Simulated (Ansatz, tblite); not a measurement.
# (F)2Al-S-SiH3 (AlF2H3SSi): removing and adding an electron

Aim: the energy of removing and adding an electron for (F)2Al-S-SiH3 (AlF2H3SSi), by energy differences, and how well orbital energies stand in for it.

Program: Ansatz 0.2.0, Gaussian basis. Level of theory: as each input shows. These are calculated values, not measurements.

The runs, in order: charge +1 doublet, at the geometry of the singlet (PBE0-D4/def2-TZVP, PBE-D4/def2-TZVP, r2SCAN-D4/def2-TZVP); charge -1 doublet, at the geometry of the singlet (PBE0-D4/def2-TZVPD, PBE-D4/def2-TZVPD, r2SCAN-D4/def2-TZVPD); the starting singlet's energies come from earlier runs.

## (1) The relaxed structure

The geometry is that of the singlet, from an earlier relaxation (r2SCAN-D4/def2-SVP).

8 atoms, charge 0, spin multiplicity 1.

Atoms are counted from 1 here; the program's logs count them from 0.

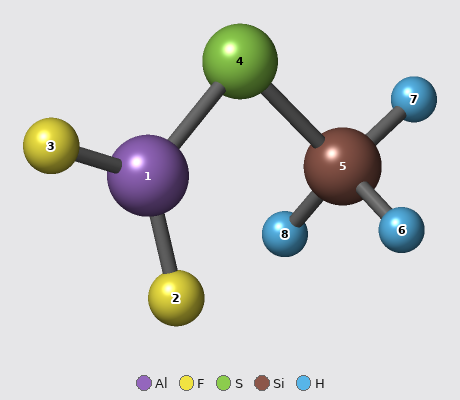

The structure; aluminium purple, fluorine yellow, sulfur green, silicon brown, hydrogen blue; atoms are numbered from 1 in the order of the file.

## (2) Charge +1 doublet at the fixed geometry, first pass, PBE0-D4/def2-SVP

in.yaml reads:

```yaml
crystal:
  periodic: [false, false, false]
  atoms:
    - {symbol: Al, position_ang: [-0.071159, -0.432186, -1.765609]}
    - {symbol: F, position_ang: [-1.370455, -1.180241, -1.058543]}
    - {symbol: F, position_ang: [0.181187, -0.608826, -3.386820]}
    - {symbol: S, position_ang: [1.226766, 0.740055, -0.512765]}
    - {symbol: Si, position_ang: [0.168380, 0.410952, 1.356232]}
    - {symbol: H, position_ang: [-1.220016, 0.944340, 1.285089]}
    - {symbol: H, position_ang: [0.948524, 1.162076, 2.377049]}
    - {symbol: H, position_ang: [0.136772, -1.036180, 1.705377]}
basis:
  gaussian: {orbitals: def2-SVP}
total_charge: 1
magnetization: {spin_polarized: true, initial_magnetization: 1}
hamiltonian: {xc: pbe0, dispersion: d4}
output: {orbitals: {seedname: orbitals}}
```

The run is started by

```sh
$ ansatz run in.yaml --threads 4 --pin off --events-out ev --progress --plain --max-ram 3916MiB
```

Standard output:

```text
Functional definition: PBE0
  name "PBE0"
  cite "Adamo & Barone, J. Chem. Phys. 110, 6158 (1999) doi:10.1063/1.478522"
  cite "Perdew, Burke & Ernzerhof, Phys. Rev. Lett. 77, 3865 (1996) doi:10.1103/PhysRevLett.77.3865"
  parent pbe
  parameter a = 0.25
  parameter kappa = 0.804
  parameter beta = 0.06672455060314922
  exchange = (1 - a)*pbe_x(kappa = kappa, mu = beta*pi^2/3) + a*exact_x
  correlation = pbe_c(beta = beta)
891 factors; integrals over basis functions are off by at most 1.2e-3 eV
mean field evaluation 1: about -30750.4060 eV, gradient 5.5e1 eV
mean field evaluation 2: about -30696.1363 eV, gradient 1.3e2 eV
mean field evaluation 4: about -30759.8990 eV, gradient 6.3e0 eV
mean field evaluation 8: about -30760.2207 eV, gradient 4.8e-1 eV
mean field evaluation 16: about -30760.2221 eV, gradient 1.0e-3 eV
mean field -30760.22208364 eV, -1130.4173115462 hartree, gradient 3.5e-5 eV, S^2 0.755241; 2 other end points of the search recorded, 0 dependent functions left out
reference -30760.22211461 eV, -1130.4173126845 hartree; 32, 31 occupied and 65, 66 virtual orbitals, 891 factors
Total energy: -30760.38010307 eV, -1130.4231186532 hartree
```

Wall time 3.6 s (4 threads of Arm Neoverse N1, shared host).

Report: HOMO -15.22 eV, LUMO -12.49 eV (over both spins); ⟨S²⟩ 0.755 (pure: 0.75).

## (3) Charge +1 doublet at the fixed geometry, PBE0-D4/def2-TZVP

start.molden holds the orbitals of an earlier run on this state, given as this run's starting guess.

Changes to in.yaml since step 2:

```diff
@@ -12,3 +12,3 @@
 basis:
-  gaussian: {orbitals: def2-SVP}
+  gaussian: {orbitals: def2-TZVP, initial_orbitals: start.molden}
 total_charge: 1
@@ -16,2 +16,3 @@
 hamiltonian: {xc: pbe0, dispersion: d4}
+scf: {omitted_lower_state_checks: [starts]}
 output: {orbitals: {seedname: orbitals}}
```

Same command.

Standard output:

```text
Functional definition: PBE0
  name "PBE0"
  cite "Adamo & Barone, J. Chem. Phys. 110, 6158 (1999) doi:10.1063/1.478522"
  cite "Perdew, Burke & Ernzerhof, Phys. Rev. Lett. 77, 3865 (1996) doi:10.1103/PhysRevLett.77.3865"
  parent pbe
  parameter a = 0.25
  parameter kappa = 0.804
  parameter beta = 0.06672455060314922
  exchange = (1 - a)*pbe_x(kappa = kappa, mu = beta*pi^2/3) + a*exact_x
  correlation = pbe_c(beta = beta)
these checks for a lower state are left out or cut short: starts
1262 factors; their error is unknown
mean field evaluation 1: about -30771.6145 eV, gradient 1.4e2 eV
mean field evaluation 2: about -30775.8978 eV, gradient 5.1e0 eV
mean field evaluation 4: about -30776.1367 eV, gradient 2.0e-1 eV
mean field evaluation 8: about -30776.1371 eV, gradient 1.8e-5 eV
mean field -30776.13708685 eV, -1131.0021771268 hartree, gradient 1.8e-5 eV, S^2 0.756659; 0 other end points of the search recorded, 0 dependent functions left out
reference -30776.13712244 eV, -1131.0021784347 hartree; 32, 31 occupied and 159, 160 virtual orbitals, 1262 factors
Total energy: -30776.29511089 eV, -1131.0079844033 hartree
Checks for a lower state left out: starts
```

It took 7.5 s on 4 threads of Arm Neoverse N1, shared host; peak memory 0.62 GiB.

HOMO -15.16 eV, LUMO -12.34 eV (over both spins); ⟨S²⟩ 0.757 (pure: 0.75).

## (4) Charge +1 doublet at the fixed geometry, PBE-D4/def2-TZVP

Changes to in.yaml since step 3:

```diff
@@ -15,3 +15,3 @@
 magnetization: {spin_polarized: true, initial_magnetization: 1}
-hamiltonian: {xc: pbe0, dispersion: d4}
+hamiltonian: {xc: pbe, dispersion: d4}
 scf: {omitted_lower_state_checks: [starts]}
```

Launched as before.

Standard output:

```text
Functional definition: PBE
  name "PBE"
  cite "Perdew, Burke & Ernzerhof, Phys. Rev. Lett. 77, 3865 (1996) doi:10.1103/PhysRevLett.77.3865"
  parent pbe
  parameter kappa = 0.804
  parameter beta = 0.06672455060314922
  exchange = pbe_x(kappa = kappa, mu = beta*pi^2/3)
  correlation = pbe_c(beta = beta)
these checks for a lower state are left out or cut short: starts
1216 factors; their error is unknown
mean field evaluation 1: about -30773.8336 eV, gradient 9.6e0 eV
mean field evaluation 2: about -30774.0136 eV, gradient 3.6e-1 eV
mean field evaluation 4: about -30774.0052 eV, gradient 5.0e-2 eV
mean field evaluation 8: about -30774.0052 eV, gradient 2.5e-5 eV
mean field -30774.00518010 eV, -1130.9238309987 hartree, gradient 2.5e-5 eV, S^2 0.753864; 0 other end points of the search recorded, 0 dependent functions left out
reference -30774.00522839 eV, -1130.9238327732 hartree; 32, 31 occupied and 159, 160 virtual orbitals, 1216 factors
Total energy: -30774.19049409 eV, -1130.9306411623 hartree
Checks for a lower state left out: starts
```

Wall time 5 s (4 threads of Arm Neoverse N1, shared host).

Report: HOMO -13.83 eV, LUMO -13.14 eV (over both spins); ⟨S²⟩ 0.754 (pure: 0.75).

## (5) Charge +1 doublet at the fixed geometry, r2SCAN-D4/def2-TZVP

Changes to in.yaml since step 4:

```diff
@@ -15,3 +15,3 @@
 magnetization: {spin_polarized: true, initial_magnetization: 1}
-hamiltonian: {xc: pbe, dispersion: d4}
+hamiltonian: {xc: r2scan, dispersion: d4}
 scf: {omitted_lower_state_checks: [starts]}
```

Launched as before.

Standard output:

```text
Functional definition: r2SCAN
  name "r2SCAN"
  cite "Furness, Kaplan, Ning, Perdew & Sun, J. Phys. Chem. Lett. 11, 8208 (2020) doi:10.1021/acs.jpclett.0c02405"
  cite "Furness, Kaplan, Ning, Perdew & Sun, J. Phys. Chem. Lett. 11, 9248 (2020) doi:10.1021/acs.jpclett.0c03077"
  parent r2scan
  parameter k0 = 0.174
  parameter k1 = 0.065
  parameter a1 = 4.9479
  exchange = r2scan_x(k0 = k0, k1 = k1, a1 = a1)
  correlation = r2scan_c
these checks for a lower state are left out or cut short: starts
1216 factors; their error is unknown
mean field evaluation 1: about -30787.3387 eV, gradient 6.0e0 eV
mean field evaluation 2: about -30787.3854 eV, gradient 1.1e-1 eV
mean field evaluation 4: about -30787.3695 eV, gradient 4.1e-3 eV
mean field -30787.36947025 eV, -1131.4149596031 hartree, gradient 2.6e-5 eV, S^2 0.758596; 0 other end points of the search recorded, 0 dependent functions left out
reference -30787.36948720 eV, -1131.4149602260 hartree; 32, 31 occupied and 159, 160 virtual orbitals, 1216 factors
Total energy: -30787.41121798 eV, -1131.4164938040 hartree
Checks for a lower state left out: starts
```

Run time: 11 s. Hardware: 4 threads of Arm Neoverse N1, shared host.

HOMO -14.16 eV, LUMO -13.02 eV (over both spins); ⟨S²⟩ 0.759 (pure: 0.75).

## (6) Vertical ionisation energy

Charged state less starting state, singlet to doublet; the starting state's energies are those of its earlier runs.

```csv
level,vertical ionisation energy (eV),time
PBE-D4/def2-TZVP,+10.11,7.9 s
r2SCAN-D4/def2-TZVP,+10.23,17 s
PBE0-D4/def2-TZVP,+10.30,11 s
```

Times add the two runs; a level without a time comes out of a correlated run.

Beside −ε(HOMO) of the starting state:

```csv
level,−ε(HOMO) (eV),by difference (eV),mismatch (eV)
PBE-D4/def2-TZVP,6.98,10.11,-3.13
r2SCAN-D4/def2-TZVP,7.27,10.23,-2.95
PBE0-D4/def2-TZVP,8.18,10.30,-2.12
```

## (7) Charge -1 doublet at the fixed geometry, first pass, PBE0-D4/def2-SVP

Changes to in.yaml since step 5:

```diff
@@ -12,7 +12,6 @@
 basis:
-  gaussian: {orbitals: def2-TZVP, initial_orbitals: start.molden}
-total_charge: 1
+  gaussian: {orbitals: def2-SVP}
+total_charge: -1
 magnetization: {spin_polarized: true, initial_magnetization: 1}
-hamiltonian: {xc: r2scan, dispersion: d4}
-scf: {omitted_lower_state_checks: [starts]}
+hamiltonian: {xc: pbe0, dispersion: d4}
 output: {orbitals: {seedname: orbitals}}
```

Launched as before.

Standard output:

```text
Functional definition: PBE0
  name "PBE0"
  cite "Adamo & Barone, J. Chem. Phys. 110, 6158 (1999) doi:10.1063/1.478522"
  cite "Perdew, Burke & Ernzerhof, Phys. Rev. Lett. 77, 3865 (1996) doi:10.1103/PhysRevLett.77.3865"
  parent pbe
  parameter a = 0.25
  parameter kappa = 0.804
  parameter beta = 0.06672455060314922
  exchange = (1 - a)*pbe_x(kappa = kappa, mu = beta*pi^2/3) + a*exact_x
  correlation = pbe_c(beta = beta)
891 factors; integrals over basis functions are off by at most 1.2e-3 eV
mean field evaluation 1: about -30768.9448 eV, gradient 1.3e1 eV
mean field evaluation 2: about -30768.9298 eV, gradient 1.6e1 eV
mean field evaluation 4: about -30769.9622 eV, gradient 7.0e-1 eV
mean field evaluation 8: about -30770.0588 eV, gradient 1.1e-1 eV
mean field evaluation 16: about -30770.0592 eV, gradient 1.0e-3 eV
mean field -30770.05917228 eV, -1130.7788178863 hartree, gradient 3.6e-5 eV, S^2 0.753280; 2 other end points of the search recorded, 0 dependent functions left out
reference -30770.05921179 eV, -1130.7788193381 hartree; 33, 32 occupied and 64, 65 virtual orbitals, 891 factors
Total energy: -30770.25940037 eV, -1130.7861761325 hartree
```

Run time: 5 s. Hardware: 4 threads of Arm Neoverse N1, shared host.

HOMO 2.13 eV, LUMO 4.10 eV (over both spins); ⟨S²⟩ 0.753 (pure: 0.75). Doubts: highest occupied level lies above zero.

## (8) Charge -1 doublet at the fixed geometry, PBE0-D4/def2-TZVPD

Changes to in.yaml since step 7:

```diff
@@ -12,3 +12,3 @@
 basis:
-  gaussian: {orbitals: def2-SVP}
+  gaussian: {orbitals: def2-TZVPD, initial_orbitals: start.molden}
 total_charge: -1
@@ -16,2 +16,3 @@
 hamiltonian: {xc: pbe0, dispersion: d4}
+scf: {omitted_lower_state_checks: [starts]}
 output: {orbitals: {seedname: orbitals}}
```

Same command.

Standard output:

```text
Functional definition: PBE0
  name "PBE0"
  cite "Adamo & Barone, J. Chem. Phys. 110, 6158 (1999) doi:10.1063/1.478522"
  cite "Perdew, Burke & Ernzerhof, Phys. Rev. Lett. 77, 3865 (1996) doi:10.1103/PhysRevLett.77.3865"
  parent pbe
  parameter a = 0.25
  parameter kappa = 0.804
  parameter beta = 0.06672455060314922
  exchange = (1 - a)*pbe_x(kappa = kappa, mu = beta*pi^2/3) + a*exact_x
  correlation = pbe_c(beta = beta)
these checks for a lower state are left out or cut short: starts
1452 factors; their error is unknown
mean field evaluation 1: about -30781.1975 eV, gradient 1.4e2 eV
mean field evaluation 2: about -30785.9251 eV, gradient 6.5e0 eV
mean field evaluation 4: about -30786.5628 eV, gradient 6.2e-2 eV
mean field evaluation 8: about -30786.6242 eV, gradient 1.7e-5 eV
mean field -30786.62417940 eV, -1131.3875706695 hartree, gradient 1.8e-5 eV, S^2 0.752224; 0 other end points of the search recorded, 0 dependent functions left out
reference -30786.62422463 eV, -1131.3875723317 hartree; 33, 32 occupied and 206, 207 virtual orbitals, 1452 factors
Total energy: -30786.82441320 eV, -1131.3949291262 hartree
Checks for a lower state left out: starts
```

Wall time 18 s (4 threads of Arm Neoverse N1, shared host); peak memory 0.97 GiB.

HOMO 1.15 eV, LUMO 2.71 eV (over both spins); ⟨S²⟩ 0.752 (pure: 0.75). Doubts: highest occupied level lies above zero.

## (9) Charge -1 doublet at the fixed geometry, PBE-D4/def2-TZVPD

Changes to in.yaml since step 8:

```diff
@@ -15,3 +15,3 @@
 magnetization: {spin_polarized: true, initial_magnetization: 1}
-hamiltonian: {xc: pbe0, dispersion: d4}
+hamiltonian: {xc: pbe, dispersion: d4}
 scf: {omitted_lower_state_checks: [starts]}
```

Launched as before.

Standard output:

```text
Functional definition: PBE
  name "PBE"
  cite "Perdew, Burke & Ernzerhof, Phys. Rev. Lett. 77, 3865 (1996) doi:10.1103/PhysRevLett.77.3865"
  parent pbe
  parameter kappa = 0.804
  parameter beta = 0.06672455060314922
  exchange = pbe_x(kappa = kappa, mu = beta*pi^2/3)
  correlation = pbe_c(beta = beta)
these checks for a lower state are left out or cut short: starts
1379 factors; their error is unknown
mean field evaluation 1: about -30784.3283 eV, gradient 9.6e0 eV
mean field evaluation 2: about -30784.4735 eV, gradient 1.9e-1 eV
mean field evaluation 4: about -30784.4666 eV, gradient 6.9e-3 eV
mean field -30784.46655717 eV, -1131.3082795152 hartree, gradient 2.4e-5 eV, S^2 0.752001; 0 other end points of the search recorded, 0 dependent functions left out
reference -30784.46661684 eV, -1131.3082817079 hartree; 33, 32 occupied and 206, 207 virtual orbitals, 1379 factors
Total energy: -30784.70116745 eV, -1131.3169012839 hartree
Checks for a lower state left out: starts
```

Wall time 8 s (4 threads of Arm Neoverse N1, shared host).

From the report: HOMO 1.54 eV, LUMO 2.08 eV (over both spins); ⟨S²⟩ 0.752 (pure: 0.75). Doubts: highest occupied level lies above zero.

## (10) Charge -1 doublet at the fixed geometry, r2SCAN-D4/def2-TZVPD

Changes to in.yaml since step 9:

```diff
@@ -15,3 +15,3 @@
 magnetization: {spin_polarized: true, initial_magnetization: 1}
-hamiltonian: {xc: pbe, dispersion: d4}
+hamiltonian: {xc: r2scan, dispersion: d4}
 scf: {omitted_lower_state_checks: [starts]}
```

Launched as before.

Standard output:

```text
Functional definition: r2SCAN
  name "r2SCAN"
  cite "Furness, Kaplan, Ning, Perdew & Sun, J. Phys. Chem. Lett. 11, 8208 (2020) doi:10.1021/acs.jpclett.0c02405"
  cite "Furness, Kaplan, Ning, Perdew & Sun, J. Phys. Chem. Lett. 11, 9248 (2020) doi:10.1021/acs.jpclett.0c03077"
  parent r2scan
  parameter k0 = 0.174
  parameter k1 = 0.065
  parameter a1 = 4.9479
  exchange = r2scan_x(k0 = k0, k1 = k1, a1 = a1)
  correlation = r2scan_c
these checks for a lower state are left out or cut short: starts
1379 factors; their error is unknown
mean field evaluation 1: about -30797.7497 eV, gradient 6.0e0 eV
mean field evaluation 2: about -30797.7915 eV, gradient 8.0e-2 eV
mean field evaluation 4: about -30797.7778 eV, gradient 8.7e-4 eV
mean field -30797.77776576 eV, -1131.7974574082 hartree, gradient 2.3e-5 eV, S^2 0.753703; 0 other end points of the search recorded, 0 dependent functions left out
reference -30797.77780470 eV, -1131.7974588391 hartree; 33, 32 occupied and 206, 207 virtual orbitals, 1379 factors
Total energy: -30797.83217979 eV, -1131.7994570870 hartree
Checks for a lower state left out: starts
```

It took 18 s on 4 threads of Arm Neoverse N1, shared host.

Report: HOMO 1.55 eV, LUMO 2.45 eV (over both spins); ⟨S²⟩ 0.754 (pure: 0.75). Doubts: highest occupied level lies above zero.

## (11) Vertical electron affinity

Starting state less charged state (positive: the electron is bound), singlet to doublet; the starting state's energies are those of its earlier runs.

```csv
level,vertical electron affinity (eV),time
PBE-D4/def2-TZVPD,+0.33,12 s
r2SCAN-D4/def2-TZVPD,+0.14,26 s
PBE0-D4/def2-TZVPD,+0.17,24 s
```

Times add the two runs; a level without a time comes out of a correlated run.

Beside −ε(LUMO) of the starting state:

```csv
level,−ε(LUMO) (eV),by difference (eV),mismatch (eV)
PBE-D4/def2-TZVPD,2.25,0.33,+1.92
r2SCAN-D4/def2-TZVPD,1.78,0.14,+1.64
PBE0-D4/def2-TZVPD,1.44,0.17,+1.27
```

## (12) What came out

```
                                             quantity                                 value
 vertical ionisation energy, functionals in def2-TZVP  10.11 (PBE-D4) to 10.30 eV (PBE0-D4)
vertical electron affinity, functionals in def2-TZVPD  0.14 (r2SCAN-D4) to 0.33 eV (PBE-D4)
```

In words: The vertical ionisation energy spans 10.11 to 10.30 eV over the functionals. −ε(HOMO) misses the level's own difference by -2.12 eV at best (PBE0-D4) and -3.13 eV at worst (PBE-D4). The vertical electron affinity spans 0.14 to 0.33 eV over the functionals. The anion's highest level lies above zero where self-interaction lifts it, so diffuse functions weigh on these values. −ε(LUMO) misses the level's own difference by +1.27 eV at best (PBE0-D4) and +1.92 eV at worst (PBE-D4).

The anion's highest level is positive in at least one run, so there the basis alone may hold the extra electron.
